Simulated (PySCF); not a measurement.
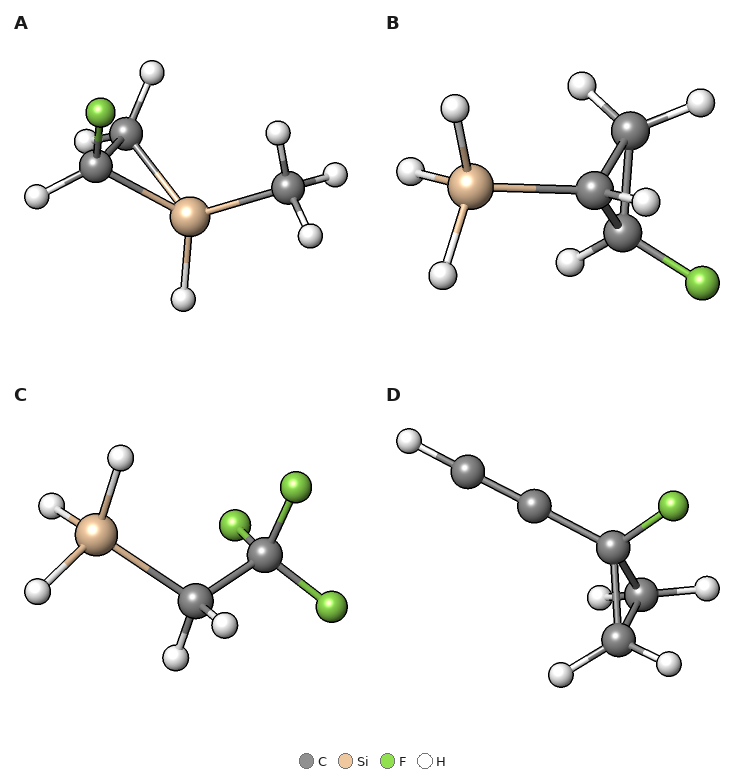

Figure made from data computed with PySCF.

Which panel belongs to which SMILES?
(1) FC(F)(F)C[SiH3]
(2) C[Si@@H]1C[C@@H]1F
(3) F[C@@H]1C[C@H]1[SiH3]
(4) C#CC1(F)CC1

A is (2), B is (3), C is (1), D is (4).
